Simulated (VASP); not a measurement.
# How SCF solver and smearing change a VASP run on BiRh, part 2 of 4

A convergence test on BiRh: the SCF solver and smearing. The series runs use r2SCAN. The start is a cell from a database of measured crystal structures.

VASP 6.6.1; r2SCAN; plane waves and PAW (Bi_d, Rh_pv).

Still holding for the runs below: The k-mesh is coarse for a metal.

So far. Step 4 (SCF solver: ALGO = VeryFast): Against the first of the series the energy stays within 0.01 meV an atom; the pressure moves by -0.11 GPa, after 22 cycles in 3.3 min. Step 5 (SCF solver: ALGO = All): Against the first of the series the energy stays within 0.01 meV an atom; the pressure moves by +0.02 GPa, after 19 cycles in 3 min.

## Step 6: SCF solver: ALGO = Damped

File INCAR:

```
SYSTEM = BiRh
PREC = Accurate
ENCUT = 400
EDIFF = 1E-06
NELM = 100
ISMEAR = -1
SIGMA = 0.05
LREAL = .FALSE.
ALGO = Damped
METAGGA = R2SCAN
LASPH = .TRUE.
NBANDS = 37
LORBIT = 11
LWAVE = .FALSE.
LCHARG = .FALSE.
KPAR = 4
ISIF = 2
```

File POSCAR:

```
BiRh
1.0
    4.0940000000      0.0000000000      0.0000000000
   -2.0470000000      3.5455080031      0.0000000000
    0.0000000000      0.0000000000      5.6630000000
Bi Rh
2 2
Direct
    0.3333333333      0.6666666667      0.2500000000
    0.6666666667      0.3333333333      0.7500000000
    0.0000000000      0.0000000000      0.0000000000
    0.0000000000      0.0000000000      0.5000000000
```

File KPOINTS:

```
Automatic mesh
0
Gamma
6 6 4
0 0 0
```

Potentials, in the order of the species: Bi_d and Rh_pv (PBE family, release 64).

Command:

```sh
mpirun -np 4 vasp_std
```

Output:

```text
[... set-up lines as in an earlier step ...]
 entering main loop
       N       E                     dE             d eps       ncg     rms           ort
DAV:   1     0.838312446683E+03    0.83831E+03   -0.26463E+04   777   0.190E+03
DAV:   2     0.852050833742E+02   -0.75311E+03   -0.74089E+03   777   0.636E+02
DAV:   3    -0.133186539851E+03   -0.21839E+03   -0.21199E+03   777   0.313E+02
DAV:   4    -0.173554926065E+03   -0.40368E+02   -0.39752E+02   777   0.148E+02
[...]
DMP:  22    -0.165985133087E+03   -0.27395E-05   -0.20833E-05   777   0.334E-05   0.490E-05
DMP:  23    -0.165985134902E+03   -0.18144E-05   -0.10574E-05   777   0.151E-05   0.295E-05
DMP:  24    -0.165985135892E+03   -0.99046E-06   -0.54490E-06   777   0.808E-06   0.145E-05
 final diagonalization occupied
   1 F= -.16598514E+03 E0= -.16597685E+03  d E =-.165757E-01
```

Wall time 2.7 min (4 MPI ranks of AMD EPYC 7R43, shared host); peak memory 0.77 GiB.

From OUTCAR (step 6):

```text
  Total        1.6235921      1.6235921      1.4942773     -0.0000000      0.0000000      0.0000000
  in kB       31.6456956     31.6456956     29.1252006     -0.0000000      0.0000000      0.0000000
  external PRESSURE =      30.8055306 kB  Pullay stress =       0.0000000 kB

 POSITION                                       TOTAL-FORCE (eV/Angst)
 -----------------------------------------------------------------------------------
     -0.00000      2.36367      1.41575        -0.000000     -0.000000      0.000000
      2.04700      1.18184      4.24725         0.000000      0.000000      0.000000
      0.00000      0.00000      0.00000         0.000000     -0.000000      0.000000
      0.00000      0.00000      2.83150         0.000000     -0.000000      0.000000
 -----------------------------------------------------------------------------------
    total drift:                               -0.000000      0.000000      0.000000

  FREE ENERGIE OF THE ION-ELECTRON SYSTEM (eV)
  ---------------------------------------------------
  free  energy   TOTEN  =      -165.9851358924 eV

  energy  without entropy=     -165.9685601741  energy(sigma->0) =     -165.97684803

[... 2 parts as in an earlier step ...]

[... 1 further part left out ...]
[key lines of the parts left out:]
E-fermi :  10.0009
```

Against the first of the series the energy stays within 0.01 meV an atom; the pressure moves by +0.02 GPa, after 24 cycles in 2.7 min.

## Step 7: SCF solver: AMIX = 0.1, BMIX = 0.01

INCAR: that of step 6 with these lines changed.

```diff
@@ -8,3 +8,3 @@
 LREAL = .FALSE.
-ALGO = Damped
+ALGO = Normal
 METAGGA = R2SCAN
@@ -17 +17,3 @@
 ISIF = 2
+AMIX = 0.1
+BMIX = 0.01
```

POSCAR is that of step 6.

KPOINTS is that of step 6.

Command:

```sh
mpirun -np 4 vasp_std
```

Output:

```text
[... set-up lines as in an earlier step ...]
 entering main loop
       N       E                     dE             d eps       ncg     rms          rms(c)
[... 5 cycles as in an earlier step ...]
DAV:   6    -0.165966436246E+03    0.15949E+02   -0.50366E+00  1720   0.223E+01    0.669E+00
DAV:   7    -0.165966719136E+03   -0.28289E-03   -0.97620E-02  1871   0.275E+00    0.595E+00
DAV:   8    -0.166013238160E+03   -0.46519E-01   -0.32249E-01  2037   0.459E+00    0.343E+00
DAV:   9    -0.165991941313E+03    0.21297E-01   -0.35606E-01  1739   0.445E+00    0.733E-01
[...]
DAV:  14    -0.165985132459E+03    0.16247E-04   -0.24943E-04  1874   0.163E-01    0.180E-02
DAV:  15    -0.165985136707E+03   -0.42476E-05   -0.75110E-06  1738   0.191E-02    0.177E-02
DAV:  16    -0.165985136513E+03    0.19378E-06   -0.94126E-06  1862   0.287E-02
   1 F= -.16598514E+03 E0= -.16597685E+03  d E =-.165728E-01
```

Elapsed: 2 min, on 4 MPI ranks; peak memory 0.65 GiB.

OUTCAR, selected parts (step 7):

```text
  Total        1.6502446      1.6502446      1.5256809      0.0000000      0.0000000      0.0000000
  in kB       32.1651833     32.1651833     29.7372923      0.0000000      0.0000000      0.0000000
  external PRESSURE =      31.3558863 kB  Pullay stress =       0.0000000 kB

 POSITION                                       TOTAL-FORCE (eV/Angst)
 -----------------------------------------------------------------------------------
     -0.00000      2.36367      1.41575        -0.000000      0.000000     -0.000000
      2.04700      1.18184      4.24725         0.000000     -0.000000      0.000000
      0.00000      0.00000      0.00000        -0.000000      0.000000      0.000000
      0.00000      0.00000      2.83150        -0.000000      0.000000      0.000000
 -----------------------------------------------------------------------------------
    total drift:                               -0.000000      0.000000      0.000000

  FREE ENERGIE OF THE ION-ELECTRON SYSTEM (eV)
  ---------------------------------------------------
  free  energy   TOTEN  =      -165.9851365128 eV

  energy  without entropy=     -165.9685637311  energy(sigma->0) =     -165.97685012

[... 2 parts as in an earlier step ...]

[... 1 further part left out ...]
[key lines of the parts left out:]
E-fermi :  10.0003
```

Against the first of the series the energy stays within 0.01 meV an atom; the pressure moves by +0.07 GPa, after 16 cycles in 2 min.

## Step 8: SCF solver: AMIX = 0.8

INCAR: that of step 7 with these lines changed.

```diff
@@ -17,3 +17,2 @@
 ISIF = 2
-AMIX = 0.1
-BMIX = 0.01
+AMIX = 0.8
```

POSCAR is that of step 7.

KPOINTS is that of step 7.

Command:

```sh
mpirun -np 4 vasp_std
```

Output:

```text
[... set-up lines as in an earlier step ...]
 entering main loop
       N       E                     dE             d eps       ncg     rms          rms(c)
[... 5 cycles as in an earlier step ...]
DAV:   6    -0.166635797736E+03    0.15279E+02   -0.14385E+01  1697   0.377E+01    0.587E+00
DAV:   7    -0.166364036700E+03    0.27176E+00   -0.62145E+00  1639   0.174E+01    0.467E+00
DAV:   8    -0.165978982587E+03    0.38505E+00   -0.11521E+00  1726   0.968E+00    0.699E-01
DAV:   9    -0.165985357726E+03   -0.63751E-02   -0.49851E-02  1715   0.179E+00    0.283E-01
[...]
DAV:  13    -0.165985138506E+03   -0.23044E-05   -0.57754E-06  1630   0.262E-02    0.271E-03
DAV:  14    -0.165985137246E+03    0.12601E-05   -0.45724E-07   932   0.669E-03    0.385E-04
DAV:  15    -0.165985136968E+03    0.27792E-06   -0.13782E-07   887   0.265E-03
   1 F= -.16598514E+03 E0= -.16597685E+03  d E =-.165769E-01
```

Elapsed: 1.8 min, on 4 MPI ranks; peak memory 0.64 GiB.

OUTCAR, selected parts (step 8):

```text
  Total        1.6190817      1.6190817      1.4897744      0.0000000     -0.0000000     -0.0000000
  in kB       31.5577823     31.5577823     29.0374321      0.0000000     -0.0000000     -0.0000000
  external PRESSURE =      30.7176656 kB  Pullay stress =       0.0000000 kB

 POSITION                                       TOTAL-FORCE (eV/Angst)
 -----------------------------------------------------------------------------------
     -0.00000      2.36367      1.41575         0.000000     -0.000000      0.000000
      2.04700      1.18184      4.24725        -0.000000      0.000000      0.000000
      0.00000      0.00000      0.00000         0.000000      0.000000      0.000000
      0.00000      0.00000      2.83150         0.000000      0.000000      0.000000
 -----------------------------------------------------------------------------------
    total drift:                               -0.000000      0.000000      0.000000

  FREE ENERGIE OF THE ION-ELECTRON SYSTEM (eV)
  ---------------------------------------------------
  free  energy   TOTEN  =      -165.9851369681 eV

  energy  without entropy=     -165.9685600530  energy(sigma->0) =     -165.97684851

[... 2 parts as in an earlier step ...]

[... 1 further part left out ...]
[key lines of the parts left out:]
E-fermi :  10.0009
```

Against the first of the series the energy stays within 0.01 meV an atom; the pressure moves by +0.01 GPa, after 15 cycles in 1.8 min.

## Step 9: SCF solver: IMIX = 1, AMIX = 0.2

INCAR: that of step 8 with these lines changed.

```diff
@@ -17,2 +17,3 @@
 ISIF = 2
-AMIX = 0.8
+IMIX = 1
+AMIX = 0.2
```

POSCAR is that of step 8.

KPOINTS is that of step 8.

Command:

```sh
mpirun -np 4 vasp_std
```

Output:

```text
[... set-up lines as in an earlier step ...]
 entering main loop
       N       E                     dE             d eps       ncg     rms          rms(c)
[... 5 cycles as in an earlier step ...]
DAV:   6    -0.165989294581E+03    0.15926E+02   -0.59130E+00  1715   0.242E+01    0.553E+00
DAV:   7    -0.165968076189E+03    0.21218E-01   -0.14477E-01  1842   0.315E+00    0.467E+00
DAV:   8    -0.165972332133E+03   -0.42559E-02   -0.26469E-02  1876   0.102E+00    0.378E+00
DAV:   9    -0.165975681292E+03   -0.33492E-02   -0.48469E-03  1800   0.579E-01    0.302E+00
[...]
DAV:  34    -0.165985131722E+03   -0.17729E-05   -0.29210E-07   862   0.375E-03    0.123E-02
DAV:  35    -0.165985133029E+03   -0.13066E-05   -0.20943E-07   827   0.321E-03    0.100E-02
DAV:  36    -0.165985133994E+03   -0.96547E-06   -0.15802E-07   837   0.278E-03
   1 F= -.16598513E+03 E0= -.16597685E+03  d E =-.165759E-01
```

Elapsed: 3.9 min, on 4 MPI ranks; peak memory 0.63 GiB.

OUTCAR, selected parts (step 9):

```text
  Total        1.6147674      1.6147674      1.4881787      0.0000000      0.0000000     -0.0000000
  in kB       31.4736922     31.4736922     29.0063316      0.0000000      0.0000000     -0.0000000
  external PRESSURE =      30.6512386 kB  Pullay stress =       0.0000000 kB

 POSITION                                       TOTAL-FORCE (eV/Angst)
 -----------------------------------------------------------------------------------
     -0.00000      2.36367      1.41575         0.000000      0.000000     -0.000000
      2.04700      1.18184      4.24725        -0.000000     -0.000000      0.000000
      0.00000      0.00000      0.00000        -0.000000      0.000000     -0.000000
      0.00000      0.00000      2.83150        -0.000000      0.000000     -0.000000
 -----------------------------------------------------------------------------------
    total drift:                               -0.000000      0.000000      0.000000

  FREE ENERGIE OF THE ION-ELECTRON SYSTEM (eV)
  ---------------------------------------------------
  free  energy   TOTEN  =      -165.9851339944 eV

  energy  without entropy=     -165.9685580694  energy(sigma->0) =     -165.97684603

[... 2 parts as in an earlier step ...]

[... 1 further part left out ...]
[key lines of the parts left out:]
E-fermi :  10.0008
```

Against the first of the series the energy stays within 0.01 meV an atom and the pressure within 0.01 GPa, after 36 cycles in 3.9 min.

## Step 10: The SCF solver series as a table

This step: convergence of r2SCAN results with the solver; plane waves and PAW (VASP 6.6.1).

This step runs nothing: it gathers the runs above.

Differences are taken from the run with ALGO = Normal. Results of the series, by row:

```csv
setting,status,energy less the reference (meV/atom),pressure (GPa),SCF cycles,wall time (s)
ALGO = Normal,converged,0,3.062,14,110
ALGO = Fast,converged,1.20e-4,3.069,15,146
ALGO = VeryFast,converged,-7.80e-4,2.949,22,197.1
ALGO = All,converged,-7.75e-5,3.082,19,179.1
ALGO = Damped,converged,9.25e-5,3.081,24,164.1
"AMIX = 0.1, BMIX = 0.01",converged,-4.30e-4,3.136,16,119
AMIX = 0.8,converged,-2.75e-5,3.072,15,110
"IMIX = 1, AMIX = 0.2",converged,5.93e-4,3.065,36,232.1
```

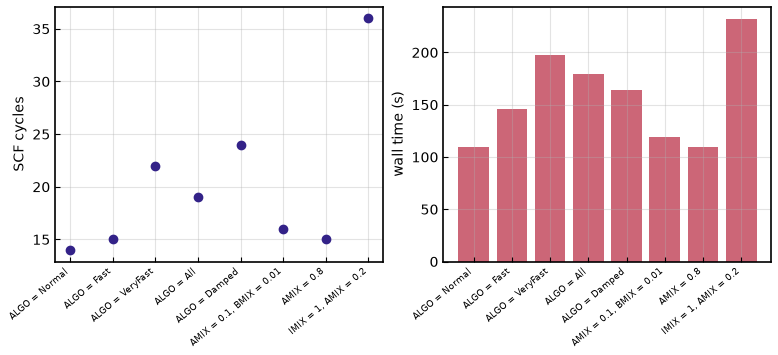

The SCF cycles and the wall time by setting.

## Step 11: Smearing: ISMEAR = 0, SIGMA = 0.01

This step: r2SCAN; plane waves and PAW (Bi_d, Rh_pv) (VASP 6.6.1).

Smearing steadies the sum over the Fermi surface at the price of an entropy term.

INCAR: that of step 9 with these lines changed.

```diff
@@ -5,4 +5,4 @@
 NELM = 100
-ISMEAR = -1
-SIGMA = 0.05
+ISMEAR = 0
+SIGMA = 0.01
 LREAL = .FALSE.
@@ -17,3 +17 @@
 ISIF = 2
-IMIX = 1
-AMIX = 0.2
```

POSCAR is that of step 9.

KPOINTS is that of step 9.

Command:

```sh
mpirun -np 4 vasp_std
```

Output:

```text
[... set-up lines as in an earlier step ...]
 entering main loop
       N       E                     dE             d eps       ncg     rms          rms(c)
DAV:   1     0.570364947869E+03    0.57036E+03   -0.29908E+04  1610   0.181E+03
DAV:   2    -0.119936992239E+03   -0.69030E+03   -0.67443E+03  1585   0.560E+02
DAV:   3    -0.179455373393E+03   -0.59518E+02   -0.57665E+02  1756   0.177E+02
DAV:   4    -0.181813857592E+03   -0.23585E+01   -0.23506E+01  1857   0.364E+01
DAV:   5    -0.181907213594E+03   -0.93356E-01   -0.93324E-01  2126   0.699E+00    0.115E+01
DAV:   6    -0.166081515791E+03    0.15826E+02   -0.81831E+00  1702   0.286E+01    0.387E+00
DAV:   7    -0.165978740897E+03    0.10277E+00   -0.88507E-01  1833   0.655E+00    0.294E+00
DAV:   8    -0.165976858667E+03    0.18822E-02   -0.62114E-02  1664   0.205E+00    0.124E+00
DAV:   9    -0.165976899675E+03   -0.41007E-04   -0.33032E-02  1726   0.145E+00    0.133E-01
DAV:  10    -0.165977509806E+03   -0.61013E-03   -0.18524E-03  1834   0.395E-01    0.654E-02
DAV:  11    -0.165977630756E+03   -0.12095E-03   -0.45993E-04  1679   0.191E-01    0.307E-02
DAV:  12    -0.165977632786E+03   -0.20305E-05   -0.33764E-05  2011   0.390E-02    0.131E-02
DAV:  13    -0.165977630082E+03    0.27045E-05   -0.10066E-05  1406   0.217E-02    0.316E-03
DAV:  14    -0.165977629519E+03    0.56308E-06   -0.68346E-07   907   0.783E-03
   1 F= -.16597763E+03 E0= -.16597763E+03  d E =-.159561E-06
```

It took 1.8 min on 4 MPI ranks; peak memory 0.65 GiB; 7.2 min of CPU time.

From OUTCAR (step 11):

```text
   NELECT =      60.0000    total number of electrons

 E-fermi :  10.0837

 k-point     1 :       0.0000    0.0000    0.0000
  band No.  band energies     occupation
    ...
     24       7.0212      2.00000
     25       7.7760      2.00000
     26       7.7760      2.00000
     27       8.8209      2.00000
     28       8.8209      2.00000
     29      11.2664      0.00000
     30      11.2664      0.00000
     31      11.3200      0.00000
     32      13.3634      0.00000
     33      13.7015      0.00000
    ...

  Total        1.6657200      1.6657200      1.4940481      0.0000000      0.0000000      0.0000000
  in kB       32.4668177     32.4668177     29.1207314      0.0000000      0.0000000      0.0000000
  external PRESSURE =      31.3514556 kB  Pullay stress =       0.0000000 kB

 POSITION                                       TOTAL-FORCE (eV/Angst)
 -----------------------------------------------------------------------------------
     -0.00000      2.36367      1.41575        -0.000000      0.000000      0.000000
      2.04700      1.18184      4.24725         0.000000      0.000000     -0.000000
      0.00000      0.00000      0.00000         0.000000      0.000000      0.000000
      0.00000      0.00000      2.83150         0.000000      0.000000      0.000000
 -----------------------------------------------------------------------------------
    total drift:                               -0.000000      0.000000      0.000000

  FREE ENERGIE OF THE ION-ELECTRON SYSTEM (eV)
  ---------------------------------------------------
  free  energy   TOTEN  =      -165.9776295188 eV

  energy  without entropy=     -165.9776293593  energy(sigma->0) =     -165.97762944

[... 9 parts as in an earlier step ...]

[... 8 further parts left out ...]
```

Numbers from this step:

| Quantity | Value |
| --- | --- |
| SCF cycles | 14 |
| free energy (TOTEN) | -165.9776 eV |
| Fermi energy | 10.08 eV |
| pressure | 3.135 GPa |

The series starts at -41.4944 eV an atom and 3.14 GPa, after 14 cycles in 1.8 min. The entropy term T·S comes to 0.00 meV an atom in size.

## Step 12: Smearing: ISMEAR = 0, SIGMA = 0.05

INCAR: that of step 11 with these lines changed.

```diff
@@ -6,3 +6,3 @@
 ISMEAR = 0
-SIGMA = 0.01
+SIGMA = 0.05
 LREAL = .FALSE.
```

POSCAR is that of step 11.

KPOINTS is that of step 11.

Command:

```sh
mpirun -np 4 vasp_std
```

Output:

```text
[... set-up lines as in an earlier step ...]
 entering main loop
       N       E                     dE             d eps       ncg     rms          rms(c)
DAV:   1     0.570361711885E+03    0.57036E+03   -0.29908E+04  1610   0.181E+03
DAV:   2    -0.119938271981E+03   -0.69030E+03   -0.67443E+03  1585   0.560E+02
DAV:   3    -0.179456342697E+03   -0.59518E+02   -0.57658E+02  1756   0.177E+02
DAV:   4    -0.181815515338E+03   -0.23592E+01   -0.23507E+01  1857   0.364E+01
[...]
DAV:  12    -0.165978550061E+03   -0.18366E-05   -0.33830E-05  2016   0.394E-02    0.128E-02
DAV:  13    -0.165978547572E+03    0.24889E-05   -0.94626E-06  1390   0.209E-02    0.300E-03
DAV:  14    -0.165978547007E+03    0.56482E-06   -0.65444E-07   902   0.772E-03
   1 F= -.16597855E+03 E0= -.16597744E+03  d E =-.220860E-02
```

It took 1.7 min on 4 MPI ranks; peak memory 0.63 GiB; 6.7 min of CPU time.

Parts of OUTCAR (step 12):

```text
  Total        1.6098752      1.6098752      1.4890746      0.0000000     -0.0000000      0.0000000
  in kB       31.3783366     31.3783366     29.0237932      0.0000000     -0.0000000      0.0000000
  external PRESSURE =      30.5934888 kB  Pullay stress =       0.0000000 kB

 POSITION                                       TOTAL-FORCE (eV/Angst)
 -----------------------------------------------------------------------------------
     -0.00000      2.36367      1.41575         0.000000     -0.000000      0.000000
      2.04700      1.18184      4.24725        -0.000000     -0.000000     -0.000000
      0.00000      0.00000      0.00000         0.000000      0.000000      0.000000
      0.00000      0.00000      2.83150         0.000000      0.000000      0.000000
 -----------------------------------------------------------------------------------
    total drift:                               -0.000000      0.000000      0.000000

  FREE ENERGIE OF THE ION-ELECTRON SYSTEM (eV)
  ---------------------------------------------------
  free  energy   TOTEN  =      -165.9785470069 eV

  energy  without entropy=     -165.9763384058  energy(sigma->0) =     -165.97744271

[... 2 parts as in an earlier step ...]

[... 1 further part left out ...]
[key lines of the parts left out:]
E-fermi :  10.0537
```

Against the run before the energy at zero width moves by +0.05 meV an atom and the pressure by -0.08 GPa, after 14 cycles in 1.7 min. The entropy term T·S comes to 0.55 meV an atom in size.

## Step 13: Smearing: ISMEAR = 0, SIGMA = 0.1

INCAR: that of step 12 with these lines changed.

```diff
@@ -6,3 +6,3 @@
 ISMEAR = 0
-SIGMA = 0.05
+SIGMA = 0.1
 LREAL = .FALSE.
```

POSCAR is that of step 12.

KPOINTS is that of step 12.

Command:

```sh
mpirun -np 4 vasp_std
```

Output:

```text
[... set-up lines as in an earlier step ...]
 entering main loop
       N       E                     dE             d eps       ncg     rms          rms(c)
DAV:   1     0.570357615200E+03    0.57036E+03   -0.29908E+04  1610   0.181E+03
DAV:   2    -0.119942050522E+03   -0.69030E+03   -0.67444E+03  1585   0.560E+02
DAV:   3    -0.179458676719E+03   -0.59517E+02   -0.57651E+02  1756   0.177E+02
DAV:   4    -0.181818361431E+03   -0.23597E+01   -0.23508E+01  1857   0.364E+01
[...]
DAV:  12    -0.165981622100E+03   -0.21122E-05   -0.33709E-05  2021   0.391E-02    0.128E-02
DAV:  13    -0.165981619563E+03    0.25379E-05   -0.97082E-06  1380   0.212E-02    0.315E-03
DAV:  14    -0.165981618980E+03    0.58255E-06   -0.67156E-07   917   0.780E-03
   1 F= -.16598162E+03 E0= -.16597723E+03  d E =-.877568E-02
```

Run time: 98 s. Hardware: 4 MPI ranks; peak memory 0.64 GiB; 6.4 min of CPU time.

Parts of OUTCAR (step 13):

```text
  Total        1.5992703      1.5992703      1.4813700      0.0000000     -0.0000000      0.0000000
  in kB       31.1716352     31.1716352     28.8736211      0.0000000     -0.0000000      0.0000000
  external PRESSURE =      30.4056305 kB  Pullay stress =       0.0000000 kB

 POSITION                                       TOTAL-FORCE (eV/Angst)
 -----------------------------------------------------------------------------------
     -0.00000      2.36367      1.41575        -0.000000      0.000000      0.000000
      2.04700      1.18184      4.24725         0.000000     -0.000000     -0.000000
      0.00000      0.00000      0.00000         0.000000      0.000000     -0.000000
      0.00000      0.00000      2.83150         0.000000      0.000000     -0.000000
 -----------------------------------------------------------------------------------
    total drift:                               -0.000000      0.000000      0.000000

  FREE ENERGIE OF THE ION-ELECTRON SYSTEM (eV)
  ---------------------------------------------------
  free  energy   TOTEN  =      -165.9816189800 eV

  energy  without entropy=     -165.9728432960  energy(sigma->0) =     -165.97723114

[... 2 parts as in an earlier step ...]

[... 1 further part left out ...]
[key lines of the parts left out:]
E-fermi :  10.0131
```

Against the run before the energy at zero width moves by +0.05 meV an atom and the pressure by -0.02 GPa, after 14 cycles in 98 s. The entropy term T·S comes to 2.19 meV an atom in size.

(Part 2 of 4 ends here.)

[Lines on the potential files, build, host, timing and source positions are cut from VASP's logs without a mark.]

[Logs are printed without paths, hosts, clocks, repeated set-up lines and the standing remarks that a program may print on its own settings, such as how far it seeks lower states.]

[Hosts, paths, dates, database ids (printed as entryN), source tags and the programs' standing remarks are cut or masked in the printed files.]

[A measured line is paired with the nearest computed mode of its activity, which favours agreement.]
